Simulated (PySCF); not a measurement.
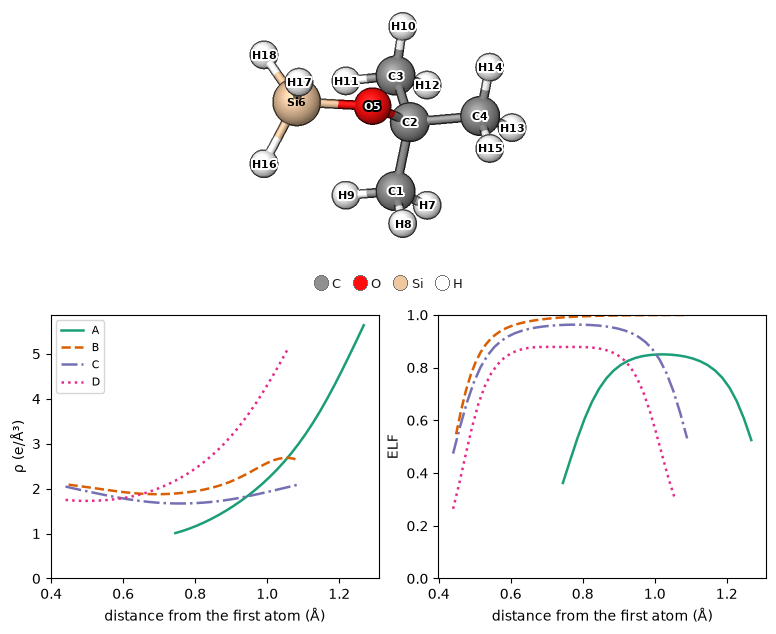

Figure. C4H12OSi (SMILES CC(C)(C)O[SiH3]). Total electron density and ELF along straight lines between neighbouring atoms. The curves leave out the atomic cores. The structure is drawn too.

Geometry: GFN2-xTB.

Method: PBE0/pcSseg-1, SCF density, gas phase, non-relativistic (PySCF 2.14.0).

```xyz
18

C    -0.6557   -0.7355   -1.2154
C    -0.3857    0.1791   -0.0194
C    -0.6927   -0.5538    1.2877
C    -1.2371    1.4487   -0.1240
O     0.9568    0.6017   -0.0301
Si    2.3775   -0.1527    0.0454
H    -1.7104   -0.9923   -1.2642
H    -0.3704   -0.2310   -2.1353
H    -0.0723   -1.6485   -1.1261
H    -0.4354    0.0794    2.1334
H    -0.1070   -1.4677    1.3491
H    -1.7485   -0.8053    1.3410
H    -2.2951    1.2014   -0.1193
H    -1.0216    2.1059    0.7146
H    -0.9988    1.9762   -1.0440
H     2.5813   -1.0869   -1.0679
H     3.2589    1.0022   -0.0259
H     2.5472   -0.9146    1.2886
```

**Which curve belongs to which contact (C–C, C–H, C–O and Si–O)? The first atom named is at distance zero.**

Curve A: Si–O (1.61 Å): the density is about 1.2 e/Å³ at the midpoint; the ELF peaks at about 0.85 between the atoms: a short, strongly polar bond. Curve B: C–H (1.09 Å): ρ at the midpoint is about 2 e/Å³; the ELF climbs to about 1 towards the hydrogen, as it does in any bond to H; a covalent bond by its length. Curve C: C–C (1.53 Å): ρ at the midpoint is about 1.7 e/Å³; the ELF peaks at about 0.95 between the atoms; a covalent bond. Curve D: C–O (1.41 Å): ρ is about 2 e/Å³ halfway, with its minimum of 1.7 e/Å³ about 0.5 Å from C; the ELF peaks at about 0.90 between the atoms; a polar covalent bond.
